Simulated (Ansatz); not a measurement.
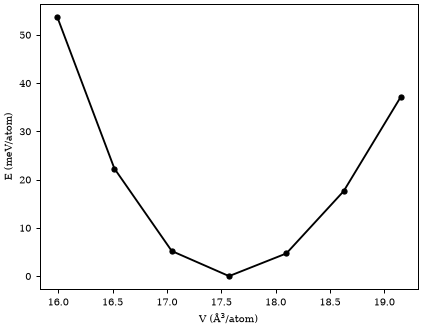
Fig. 1. In₂TeO₂ in space group P-3m1 (No. 164; In on 2d, Te on 1b, O on 2d) under volume change, r²SCAN (plane waves, PAW; program Ansatz), shape and atoms relaxed at each volume.

**Question.** What does a third-order Birch–Murnaghan fit give for V₀, B₀ and B′?

**Answer.** V₀ = 17.57 Å³/atom, B₀ = 99.5 GPa, B′ = 5.3.

The start of the workflow was typed in or built on a structure type; neither database checked (COD, Materials Project) lists it. Whether it is the stable phase at ambient conditions was not checked. Symmetry was held in the r²SCAN relaxation; whether a distortion lowers the energy is not shown. Spin–orbit coupling is left out wherever it is not named.

Potentials: the later of the program's two PAW sets.
